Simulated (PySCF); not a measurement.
# C3H5F3Si: geometry, spin-spin couplings

Wanted: the spin-spin couplings of C3H5F3Si (`FC/C(F)=C(\F)[SiH3]`), by calculation.

Programs: PySCF 2.14.0, with density-fitted response routines of our own. Each step states its level of theory. These are calculated values for one molecule in the gas phase, unless marked as measured. Atoms are numbered from 0 throughout.

## (1) Starting geometry

12 atoms, charge 0, multiplicity 1; geometry from: GFN2-xTB. The atoms were then displaced at random by about 0.01 Å, so the start is not that level's minimum.

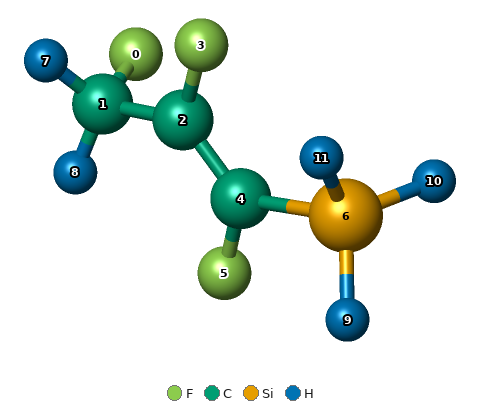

As it starts; fluorine green, carbon teal, silicon amber, hydrogen blue, atoms numbered.

## (2) Geometry optimisation at PBE0-D3(BJ)/def2-SVP

What the job is given:

```
{"job": {"xc": "PBE0", "basis": "def2-SVP", "d3": "d3bj", "grid": 1, "shake": 0.01, "kind": "geom"}, "charge": 0, "multiplicity": 1}
F     -2.580600     1.225390    -0.171420
C     -2.108730    -0.016280     0.054920
C     -0.660640     0.039690     0.371210
F     -0.329730     0.303560     1.674050
C      0.383570    -0.136030    -0.457600
F      0.092210    -0.399150    -1.740450
Si     2.248560    -0.024530    -0.017130
H     -2.652090    -0.417110     0.895650
H     -2.273900    -0.588380    -0.834330
H      2.891690    -0.948130    -0.930560
H      2.648270     1.356360    -0.237530
H      2.381070    -0.423650     1.384150
```

Launch:

```console
OMP_NUM_THREADS=1 python probes_run.py task.json out
```

The driver reads the jobs from task.json and runs them one after another.

Log:

```text
step   0  E = -705.33951252  max force = 0.029304
step   1  E = -705.34482936  max force = 0.008513
step   2  E = -705.34519525  max force = 0.004970
step   3  E = -705.34548533  max force = 0.001738
step   4  E = -705.34555138  max force = 0.001061
step   5  E = -705.34558675  max force = 0.000762
step   6  E = -705.34562171  max force = 0.000717
step   7  E = -705.34568989  max force = 0.001646
step   8  E = -705.34572932  max force = 0.002111
step   9  E = -705.34578282  max force = 0.000926
step  10  E = -705.34580217  max force = 0.000376
step  11  E = -705.34582147  max force = 0.000815
step  12  E = -705.34585409  max force = 0.001433
step  13  E = -705.34589227  max force = 0.001231
step  14  E = -705.34592296  max force = 0.000545
step  15  E = -705.34593562  max force = 0.000192
optimisation converged
```

Wall time 99 s (1 thread of Arm Neoverse V1, shared host); peak memory 0.53 GiB.

Step by step:

```
step  energy from step 0 (eV)  largest force component (eV/Å)
   0                   0.0000                          1.5069
   1                  -0.1447                          0.4378
   2                  -0.1546                          0.2556
   3                  -0.1625                          0.0894
   4                  -0.1643                          0.0546
   5                  -0.1653                          0.0392
   6                  -0.1662                          0.0369
   7                  -0.1681                          0.0846
   8                  -0.1692                          0.1086
   9                  -0.1706                          0.0476
  10                  -0.1712                          0.0193
  11                  -0.1717                          0.0419
  12                  -0.1726                          0.0737
  13                  -0.1736                          0.0633
  14                  -0.1744                          0.0280
  15                  -0.1748                          0.0099
```

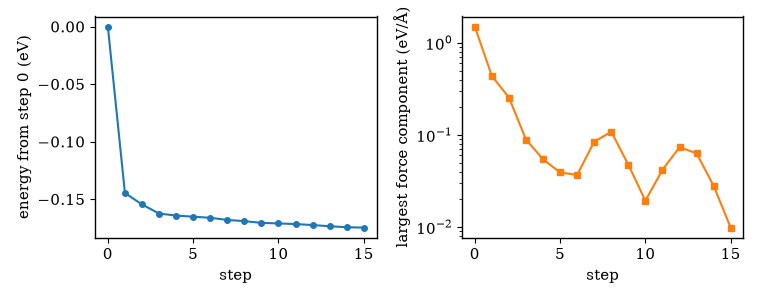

Energy and largest force along the relaxation.

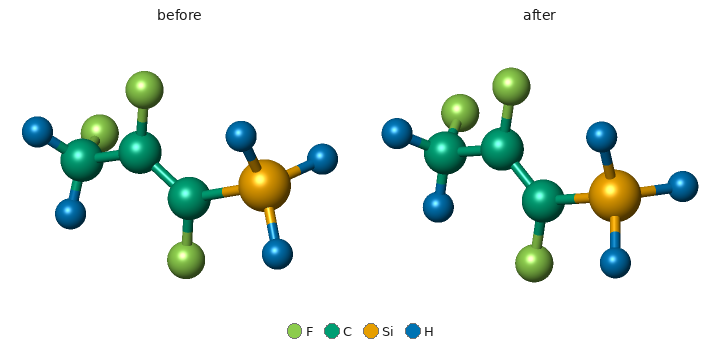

Before and after, at one scale.

Close pairs (by a distance rule), those that changed most:

```
   bond  before (Å)  after (Å)  change (Å)
 Si6–H9       1.449      1.491      +0.041
Si6–H10       1.454      1.492      +0.038
  C2–F3       1.370      1.335      -0.035
 C4–Si6       1.920      1.889      -0.031
  C1–H8       1.070      1.100      +0.030
  C1–H7       1.078      1.104      +0.026
Si6–H11       1.463      1.488      +0.025
  F0–C1       1.347      1.371      +0.023
```

The next job starts from the end point, and lists it.

```
                         at the end point                value
  point group (found at 0.08 Å tolerance)                   C1
rotational constants (GHz, main isotopes)  3.687, 1.257, 1.002
                        dipole moment (D)                 1.58
```

## (3) Spin-spin couplings: B3LYP/cc-pVTZ

What the job is given:

```
{"job": {"kind": "j", "xc": "B3LYP", "basis": "cc-pVTZ"}, "charge": 0, "multiplicity": 1}
F     -2.574019     1.472421     0.169126
C     -2.088519     0.191709     0.119734
C     -0.629424     0.166521     0.393810
F     -0.286452     0.547540     1.626636
C      0.338023    -0.195196    -0.459204
F     -0.024527    -0.551709    -1.705574
Si     2.191839    -0.238363    -0.099476
H     -2.612280    -0.409124     0.884020
H     -2.277433    -0.239419    -0.874389
H      2.757683    -1.408673    -0.828826
H      2.828784     1.014187    -0.601400
H      2.411487    -0.373380     1.365866
```

Level: B3LYP/cc-pVTZ indirect spin-spin coupling, non-relativistic, gas phase.

Log:

```text
coarse grid: 11240 points
cycle   1  E = -706.4071853128  dE =  7.493e-01  |g| = 7.478e-01  |ddm| = 6.751e+00
cycle   2  E = -706.2756297414  dE =  1.316e-01  |g| = 1.219e+00  |ddm| = 2.206e+00
cycle   3  E = -706.4870880076  dE = -2.115e-01  |g| = 8.519e-02  |ddm| = 1.399e+00
cycle   4  E = -706.4882607506  dE = -1.173e-03  |g| = 3.395e-02  |ddm| = 1.613e-01
cycle   5  E = -706.4884852436  dE = -2.245e-04  |g| = 1.610e-02  |ddm| = 7.460e-02
cycle   6  E = -706.4885351088  dE = -4.987e-05  |g| = 5.143e-03  |ddm| = 2.835e-02
cycle   7  E = -706.4885411630  dE = -6.054e-06  |g| = 7.011e-04  |ddm| = 8.328e-03
final grid: 107224 points
cycle   8  E = -706.4886185885  dE = -6.145e-05  |g| = 8.297e-03  |ddm| = 7.239e-02
cycle   9  E = -706.4886009922  dE =  1.760e-05  |g| = 1.357e-02  |ddm| = 2.393e-02
cycle  10  E = -706.4886288115  dE = -2.782e-05  |g| = 5.572e-04  |ddm| = 1.484e-02
cycle  11  E = -706.4886288527  dE = -4.112e-08  |g| = 2.735e-04  |ddm| = 1.290e-03
cycle  12  E = -706.4886288670  dE = -1.433e-08  |g| = 1.019e-04  |ddm| = 5.292e-04
cycle  13  E = -706.4886288691  dE = -2.128e-09  |g| = 3.496e-05  |ddm| = 1.850e-04
cycle  14  E = -706.4886288694  dE = -2.701e-10  |g| = 5.408e-06  |ddm| = 5.376e-05
converged SCF energy = -706.4886288694

Indirect spin-spin couplings (Hz)
  i      j    bonds     total        FC       PSO       DSO        SD
  0 F    1 C    1   -238.454  -287.416    28.294     0.797    19.871
  0 F    2 C    2      8.476    12.138    -4.033     0.154     0.218
  0 F    3 F    3    -31.110   -12.122   -13.469    -0.174    -5.345
  0 F    4 C    3      2.489     4.711    -1.500    -0.154    -0.569
  0 F    5 F    4      0.406     9.524   -10.572    -0.477     1.932
  0 F    6 Si   4      3.457     3.901    -0.359     0.140    -0.225
  0 F    7 H    2     39.406    33.686    10.372    -1.111    -3.541
  0 F    8 H    2     38.276    32.591    10.020    -1.107    -3.227
  0 F    9 H    5      1.186     1.324     0.615    -0.879     0.126
  0 F   10 H    5      8.526     8.601     0.350    -0.401    -0.024
  0 F   11 H    5      0.840     1.060     0.513    -0.692    -0.041
  1 C    2 C    1     52.812    54.219    -1.760     0.354         -
  1 C    3 F    2     20.565    21.240    -2.127     0.017     1.435
  1 C    4 C    2      4.405     4.183     0.193     0.028         -
  1 C    5 F    3      4.127     5.699    -1.811     0.148     0.091
  1 C    6 Si   3     -2.037    -1.970    -0.041     0.040    -0.066
  1 C    7 H    1    137.154   136.123    -0.084     1.114         -
  1 C    8 H    1    141.494   140.498    -0.146     1.142         -
  1 C    9 H    4     -0.246    -0.176     0.136    -0.206         -
  1 C   11 H    4     -0.354    -0.314     0.142    -0.183         -
  2 C    3 F    1   -309.659  -304.200    -6.033     1.046    -0.473
  2 C    4 C    1    142.284   151.255    -9.351     0.380         -
  2 C    5 F    2     19.313    19.536   -14.478     0.057    14.198
  2 C    6 Si   2     -6.830    -6.497    -0.305    -0.003    -0.026
  2 C    7 H    2     -7.160    -7.118    -0.199     0.158         -
  2 C    8 H    2      4.666     4.814    -0.348     0.200         -
  2 C    9 H    3      2.040     2.133     0.184    -0.277         -
  2 C   10 H    3      1.757     1.854     0.040    -0.137         -
  2 C   11 H    3     -0.336    -0.176    -0.191     0.031         -
  3 F    4 C    2     50.377    45.832    -9.747     0.038    14.254
  3 F    5 F    3   -171.027   -33.873  -164.133    -1.510    28.489
  3 F    6 Si   3     -2.191    -2.589     0.802    -0.039    -0.365
  3 F    7 H    3      6.160     5.279     1.208     0.049    -0.376
  3 F    8 H    3     33.411    35.278     0.117    -1.964    -0.020
  3 F    9 H    4      6.745     7.664     0.361    -1.137    -0.144
  3 F   10 H    4      3.529     3.928     0.027    -0.384    -0.042
  3 F   11 H    4     10.265    10.022    -0.868     1.057     0.053
  4 C    5 F    1   -331.620  -334.337     0.215     0.979     1.523
  4 C    6 Si   1    -69.438   -69.680     1.706    -0.139    -1.325
  4 C    7 H    3      2.432     2.334     0.360    -0.263         -
  4 C    8 H    3      0.074     0.294    -0.374     0.154         -
  4 C    9 H    2      1.473     1.623    -0.144    -0.006         -
  4 C   10 H    2      3.422     3.569    -0.136    -0.011         -
  4 C   11 H    2     10.329    10.501    -0.164    -0.008         -
  5 F    6 Si   2    -28.868   -32.278     4.673     0.065    -1.328
  5 F    7 H    4      8.321     8.411     0.786    -0.884     0.008
  5 F    8 H    4      5.251     5.344    -1.570     1.674    -0.196
  5 F    9 H    3      2.795     2.621     0.271     0.138    -0.234
  5 F   10 H    3     -2.931    -2.849     0.642    -0.586    -0.138
  5 F   11 H    3     25.364    26.913     0.031    -1.603     0.023
  6 Si   7 H    4      0.441     0.423    -0.153     0.182    -0.011
  6 Si   9 H    1   -163.963  -164.549     0.735    -0.190     0.041
  6 Si  10 H    1   -166.599  -167.191     0.734    -0.186     0.044
  6 Si  11 H    1   -171.557  -172.169     0.794    -0.204     0.022
  7 H    8 H    2    -10.943   -10.831     1.678    -1.791         -
  7 H    9 H    5      1.453     1.679     0.571    -0.798         -
  7 H   10 H    5      0.759     1.046     0.789    -1.075         -
  8 H   10 H    5     -0.243    -0.019     0.580    -0.804         -
  8 H   11 H    5     -0.209     0.033     0.733    -0.975         -
  9 H   10 H    2      3.848     5.029     0.727    -1.908         -
  9 H   11 H    2      3.720     4.977     0.716    -1.974         -
 10 H   11 H    2      3.971     5.188     0.701    -1.919         -
```

It took 71 s on 1 thread of Arm Neoverse V1, shared host; peak memory 1.1 GiB.

The basis is not made for couplings: without tight functions at the nuclei these values are rough.

Beyond four bonds or across contacts, the largest of 1 Hz or more: F0–H10 8.5 Hz, H7–H9 1.5 Hz, F0–H9 1.2 Hz.

Couplings of 1 Hz or more over one to four bonds, nine at most for each number, with means over like pairs (isotopes 13C, 19F, 1H, 29Si):

```
  pair  bonds  J (Hz)  Fermi contact (Hz)  dihedral (°)
 C4–F5      1  -331.6              -334.3             –
 C2–F3      1  -309.7              -304.2             –
 F0–C1      1  -238.5              -287.4             –
Si6–H9      1  -167.4              -168.0             –
 C2–C4      1   142.3               151.3             –
 C1–H7      1   139.3               138.3             –
C4–Si6      1   -69.4               -69.7             –
 C1–C2      1    52.8                54.2             –
 F3–C4      2    50.4                45.8             –
 F0–H7      2    38.8                33.1             –
F5–Si6      2   -28.9               -32.3             –
 C1–F3      2    20.6                21.2             –
 C2–F5      2    19.3                19.5             –
 H7–H8      2   -10.9               -10.8             –
 F0–C2      2     8.5                12.1             –
C2–Si6      2    -6.8                -6.5             –
 C4–H9      2     5.1                 5.2             –
 F3–F5      3  -171.0               -33.9          -179
 F0–F3      3   -31.1               -12.1            65
 F3–H7      3    19.8                20.3             –
 F5–H9      3     8.4                 8.9             –
 C1–F5      3     4.1                 5.7             1
 F0–C4      3     2.5                 4.7          -115
F3–Si6      3    -2.2                -2.6             0
C1–Si6      3    -2.0                -2.0          -179
 C4–H7      3     1.3                 1.3             –
 F3–H9      4     6.8                 7.2             –
 F5–H7      4     6.8                 6.9             –
F0–Si6      4     3.5                 3.9             –
```

Means hide unlike values in this fixed geometry: C4–H9 from 1.5 to 10.3 Hz; F3–H7 from 6.2 to 33.4 Hz; F5–H9 from -2.9 to 25.4 Hz. They hold only if the pairs exchange fast.

The spin-dipole term was solved for some atoms only; pairs without it lack that part.

## (4) J couplings: B3LYP/6-31G*

The job, as its differences from that of step 3:

```diff
@@ -1,2 +1,2 @@
-{"job": {"kind": "j", "xc": "B3LYP", "basis": "cc-pVTZ"}, "charge": 0, "multiplicity": 1}
+{"job": {"kind": "j", "xc": "B3LYP", "basis": "6-31G*"}, "charge": 0, "multiplicity": 1}
 F     -2.574019     1.472421     0.169126
```

Method: B3LYP/6-31G* indirect spin-spin coupling, non-relativistic, gas phase.

Log:

```text
coarse grid: 11240 points
cycle   1  E = -706.2119127335  dE =  7.649e-01  |g| = 7.616e-01  |ddm| = 3.246e+00
cycle   2  E = -706.0741093354  dE =  1.378e-01  |g| = 1.207e+00  |ddm| = 1.426e+00
cycle   3  E = -706.3041410304  dE = -2.300e-01  |g| = 8.027e-02  |ddm| = 9.420e-01
cycle   4  E = -706.3054144469  dE = -1.273e-03  |g| = 3.533e-02  |ddm| = 1.117e-01
cycle   5  E = -706.3056810330  dE = -2.666e-04  |g| = 1.408e-02  |ddm| = 4.496e-02
cycle   6  E = -706.3057234373  dE = -4.240e-05  |g| = 4.325e-03  |ddm| = 1.602e-02
cycle   7  E = -706.3057278355  dE = -4.398e-06  |g| = 1.159e-03  |ddm| = 4.465e-03
final grid: 107224 points
cycle   8  E = -706.2760728463  dE = -1.166e-05  |g| = 7.412e-03  |ddm| = 1.627e-02
cycle   9  E = -706.2760574283  dE =  1.542e-05  |g| = 1.210e-02  |ddm| = 1.357e-02
cycle  10  E = -706.2760826619  dE = -2.523e-05  |g| = 4.349e-04  |ddm| = 8.566e-03
cycle  11  E = -706.2760827001  dE = -3.812e-08  |g| = 1.929e-04  |ddm| = 5.680e-04
cycle  12  E = -706.2760827075  dE = -7.460e-09  |g| = 8.842e-05  |ddm| = 2.501e-04
cycle  13  E = -706.2760827094  dE = -1.925e-09  |g| = 1.330e-05  |ddm| = 8.909e-05
cycle  14  E = -706.2760827095  dE = -3.979e-11  |g| = 3.309e-06  |ddm| = 1.466e-05
converged SCF energy = -706.2760827095

Indirect spin-spin couplings (Hz)
  i      j    bonds     total        FC       PSO       DSO        SD
  0 F    1 C    1   -197.833  -240.840    26.215     0.901    15.891
  0 F    2 C    2      4.591     7.795    -3.589     0.177     0.209
  0 F    3 F    3    -38.709   -19.205   -14.247    -0.103    -5.154
  0 F    4 C    3     13.316    15.369    -1.389    -0.145    -0.519
  0 F    5 F    4     10.437    19.377    -9.895    -0.433     1.387
  0 F    6 Si   4      3.078     3.530    -0.376     0.138    -0.214
  0 F    7 H    2     52.723    48.206     8.524    -0.939    -3.068
  0 F    8 H    2     49.671    44.921     8.500    -0.935    -2.815
  0 F    9 H    5      0.983     1.265     0.459    -0.863     0.123
  0 F   10 H    5      8.342     8.527     0.236    -0.390    -0.030
  0 F   11 H    5      0.623     0.952     0.387    -0.677    -0.039
  1 C    2 C    1     67.987    69.139    -1.508     0.356         -
  1 C    3 F    2     19.453    19.925    -1.759     0.040     1.247
  1 C    4 C    2      2.786     2.607     0.151     0.028         -
  1 C    5 F    3      2.615     4.092    -1.719     0.156     0.085
  1 C    6 Si   3     -1.575    -1.526    -0.031     0.040    -0.058
  1 C    7 H    1    164.048   163.163    -0.290     1.176         -
  1 C    8 H    1    164.093   163.207    -0.320     1.206         -
  1 C    9 H    4     -0.273    -0.172     0.104    -0.205         -
  1 C   10 H    4     -0.294    -0.196     0.093    -0.191         -
  1 C   11 H    4     -0.361    -0.298     0.118    -0.182         -
  2 C    3 F    1   -209.836  -206.772    -2.839     1.170    -1.394
  2 C    4 C    1    108.858   116.986    -8.507     0.379         -
  2 C    5 F    2     38.671    38.837   -13.128     0.079    12.882
  2 C    6 Si   2     -3.901    -3.578    -0.279    -0.003    -0.041
  2 C    7 H    2     -7.761    -7.749    -0.186     0.174         -
  2 C    8 H    2      5.524     5.562    -0.249     0.211         -
  2 C    9 H    3      2.763     2.931     0.106    -0.274         -
  2 C   10 H    3      5.049     5.194    -0.011    -0.134         -
  2 C   11 H    3      0.025     0.190    -0.199     0.034         -
  3 F    4 C    2     65.976    61.946    -8.752     0.060    12.722
  3 F    5 F    3   -123.103     3.238  -151.148    -1.423    26.230
  3 F    6 Si   3      0.468     0.240     0.703    -0.043    -0.432
  3 F    7 H    3      5.971     5.200     0.914     0.118    -0.261
  3 F    8 H    3     30.461    32.379    -0.099    -1.890     0.071
  3 F    9 H    4      6.808     8.138    -0.079    -1.110    -0.140
  3 F   10 H    4      5.118     5.780    -0.264    -0.362    -0.036
  3 F   11 H    4     10.616    10.328    -0.811     1.054     0.045
  4 C    5 F    1   -247.654  -251.692     2.798     1.096     0.143
  4 C    6 Si   1    -77.322   -77.445     1.370    -0.139    -1.108
  4 C    7 H    3      4.523     4.517     0.264    -0.258         -
  4 C    8 H    3     -0.103     0.099    -0.362     0.160         -
  4 C    9 H    2      0.009     0.165    -0.161     0.004         -
  4 C   10 H    2      0.696     0.826    -0.127    -0.003         -
  4 C   11 H    2      7.766     7.910    -0.143    -0.002         -
  5 F    6 Si   2    -28.862   -32.795     5.098     0.054    -1.220
  5 F    7 H    4      9.046     9.476     0.400    -0.848     0.018
  5 F    8 H    4      5.990     5.940    -1.410     1.679    -0.219
  5 F    9 H    3      1.399     1.131     0.242     0.174    -0.147
  5 F   10 H    3     -4.664    -4.554     0.603    -0.543    -0.171
  5 F   11 H    3     24.261    25.734     0.011    -1.554     0.070
  6 Si   7 H    4      0.562     0.486    -0.095     0.181    -0.010
  6 Si   9 H    1   -189.101  -189.372     0.908    -0.220    -0.418
  6 Si  10 H    1   -191.927  -192.194     0.903    -0.217    -0.419
  6 Si  11 H    1   -195.086  -195.254     0.836    -0.234    -0.434
  7 H    8 H    2    -13.321   -12.477     0.812    -1.656         -
  7 H    9 H    5      1.295     1.703     0.379    -0.787         -
  7 H   10 H    5      0.592     1.113     0.542    -1.063         -
  7 H   11 H    5     -0.156     0.048     0.352    -0.556         -
  8 H   10 H    5     -0.438    -0.035     0.392    -0.794         -
  8 H   11 H    5     -0.422     0.038     0.503    -0.963         -
  9 H   10 H    2      3.258     4.944     0.143    -1.830         -
  9 H   11 H    2      3.037     4.818     0.113    -1.895         -
 10 H   11 H    2      3.587     5.312     0.115    -1.840         -
```

Wall time 18 s (1 thread of Arm Neoverse V1, shared host); peak memory 0.68 GiB.

This basis has no tight s functions, so the Fermi-contact terms are rough.

In short: J(C4,F5) -247.7 Hz, J(C2,F3) -209.8 Hz, J(F0,C1) -197.8 Hz (means over like pairs).

## (5) Comparing the runs: spin-spin couplings

Couplings (Hz), each a mean over the pairs like the one named, with basis size and wall time:

```
          run   C4–F5   C2–F3   F0–C1  Si6–H9  C1–H7   F3–F5  C2–C4  functions  time
B3LYP/cc-pVTZ  -331.6  -309.7  -238.5  -167.4  139.3  -171.0  142.3        284  71 s
 B3LYP/6-31G*  -247.7  -209.8  -197.8  -192.0  164.1  -123.1  108.9        112  18 s
```

## (6) What came out

```
                                     quantity                     value
                                  point group                        C1
         rotational constants (main isotopes)      3.69, 1.26, 1.00 GHz
largest coupling of the table (B3LYP/cc-pVTZ)  ¹J(C,F) C4–F5, -331.6 Hz
      range of J(C4,F5), mean over like pairs       -331.6 to -247.7 Hz
```

In words: The start of the PBE0/def2-SVP relaxation was shaken at random by about 0.01 Å, so part of the energy gained, and of the first lengths quoted, undoes that. Relaxing lowered the energy by 0.175 eV in 15 steps; the close pair that moved most is Si6–H9, from 1.449 to 1.491 Å. Of the pairs tabulated at B3LYP/cc-pVTZ, C4–F5 couples most strongly (-331.6 Hz; Fermi contact -334.3 Hz). Couplings across rotatable bonds belong to this one conformer; where others are populated, the observed values are averages. Density functionals describe couplings to fluorine poorly, F–F couplings above all, so those rows are rough. The coupling C4–F5, as a mean over pairs of its kind, runs from -331.6 Hz (B3LYP/cc-pVTZ) to -247.7 Hz (B3LYP/6-31G*). Couplings from bases without tight functions are rough.
